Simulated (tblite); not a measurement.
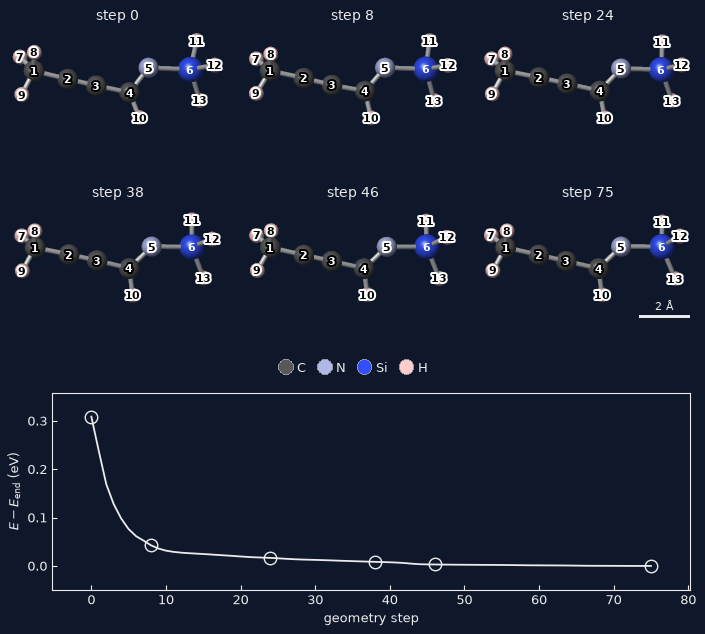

Frames of a relaxation of C$_{4}$H$_{7}$NSi, marked on the history of the run. Style: ball-and-stick. Shown at a tilt.

All numbers below come from tblite, GFN2-xTB geometry optimisation, gas phase. 

Question: Describe the path.

Answer: The largest move after the best rigid fit is that of H10, 0.47 Å. By element the largest moves are H 0.47 Å, C 0.15 Å, N 0.13 Å, Si 0.09 Å. Among the contacts that change: N5–Si6 1.763 → 1.713 Å, C1–H8 1.136 → 1.090 Å, C1–H7 1.133 → 1.090 Å, Si6–H11 1.491 → 1.461 Å. Among the angles between lasting bonds that change: N5–Si6–H12 113.0° → 103.4°, C3–C4–H10 123.1° → 114.1°, H11–Si6–H12 104.2° → 113.1°. Groups turn about N5–Si6 by about 25°. After 75 geometry steps the energy has fallen by 0.309 eV. Cost: 0.3 s on 1 thread of Arm Neoverse V2 (shared host). From step 0 to 8: H10 moves most (0.14 Å), energy −0.266 eV. From step 8 to 24: H13 moves most (0.11 Å), energy −0.026 eV. From step 24 to 38: H10 moves most (0.15 Å), energy −0.008 eV. From step 38 to 46: H10 moves most (0.14 Å), energy −0.005 eV. From step 46 to 75: H12 moves most (0.10 Å), energy −0.003 eV.

| step | E − E(0), eV |
| --- | --- |
| 0 | 0.0000 |
| 1 | -0.0712 |
| 2 | -0.1397 |
| 3 | -0.1810 |
| 4 | -0.2107 |
| 5 | -0.2326 |
| 6 | -0.2473 |
| 7 | -0.2563 |
| 8 | -0.2661 |
| 9 | -0.2727 |
| 10 | -0.2771 |
| 13 | -0.2823 |
| 17 | -0.2860 |
| 20 | -0.2891 |
| 24 | -0.2921 |
| 27 | -0.2947 |
| 31 | -0.2967 |
| 34 | -0.2982 |
| 37 | -0.2998 |
| 41 | -0.3017 |
| 44 | -0.3051 |
| 48 | -0.3060 |
| 51 | -0.3064 |
| 54 | -0.3066 |
| 58 | -0.3073 |
| 61 | -0.3075 |
| 65 | -0.3080 |
| 68 | -0.3084 |
| 72 | -0.3086 |
| 75 | -0.3087 |
